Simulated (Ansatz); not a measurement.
GeH₄···PH₃ (SMILES [GeH4].P)

The calculation's input:

```
crystal:
  periodic: [false, false, false]
  atoms:
    - {symbol: Ge, position_ang: [0.025804, -0.075934, -1.912152]}
    - {symbol: H, position_ang: [0.438559, -0.261422, -3.380936]}
    - {symbol: H, position_ang: [-0.092992, 1.421061, -1.602220]}
    - {symbol: H, position_ang: [1.099255, -0.702715, -1.010230]}
    - {symbol: H, position_ang: [-1.319526, -0.769129, -1.668252]}
    - {symbol: P, position_ang: [-0.356907, 0.180523, 1.919249]}
    - {symbol: H, position_ang: [0.153765, -1.090468, 2.290411]}
    - {symbol: H, position_ang: [-0.832044, 0.464882, 3.226468]}
    - {symbol: H, position_ang: [0.884187, 0.833301, 2.137562]}
basis:
  gaussian: {orbitals: "def2-TZVPPD.json"}
hamiltonian: {xc: pbe0, dispersion: d4}
output: {orbitals: {seedname: orbitals}}
```

Run with:

```sh
ansatz run in.yaml --threads 4 --pin off --events-out ev --progress --plain --max-ram 9574MiB
```

Geometry: PBE0-D4/def2-TZVP.

Computed with Ansatz, RKS PBE0-D4/def2-TZVPPD.

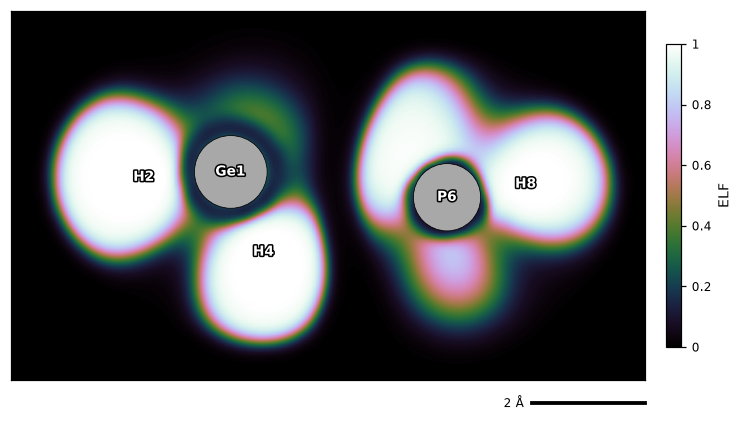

Figure 1. ELF on the plane of atoms H2, Ge1 and H4. Grey discs cover the atomic cores.

Q: What does the map show?

A: The plane passes through Ge, H and P nuclei. Ge1···P6 (3.86 Å): the ELF dips to about 0 between them: a weak contact between the two molecules. P–H (1.42 Å): the ELF climbs to about 1 towards the hydrogen, as it does in any bond to H. Ge–H (1.54 Å): the ELF climbs to about 1 towards the hydrogen. The ELF also peaks beside P6, away from the bonds: lone-pair regions.

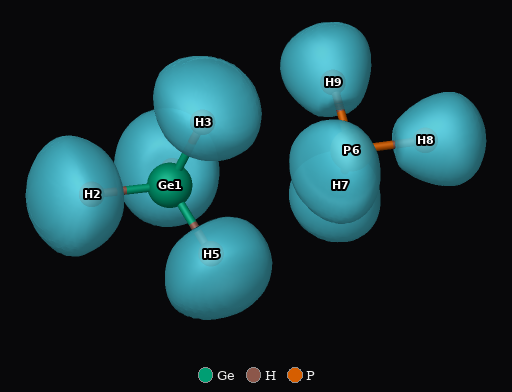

Figure 2. Isosurface of the ELF at 0.9 (cyan), seen at an oblique angle. Core shells and regions of very low density are left out.

Q: Describe the localisation domains.

A: The ELF exceeds this value in seven regions around hydrogen nuclei and one lobe on P, pointing away from the bonds (lone pairs).

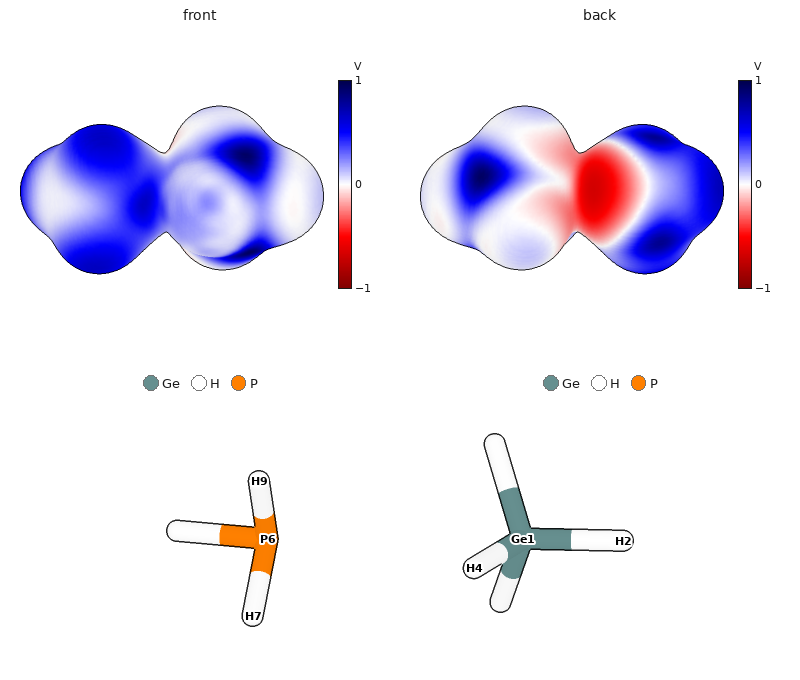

Figure 3. The electrostatic potential painted on the density surface at 0.002 e/bohr³, seen from the front and from behind; the colour scale runs from red (negative) to blue (positive). The bare structure is drawn below in the same view.

Q: Where is the surface potential most negative and most positive?

A: The most negative region (about −0.6 V) lies over P6, the most positive (about +0.9 V) over Ge1.
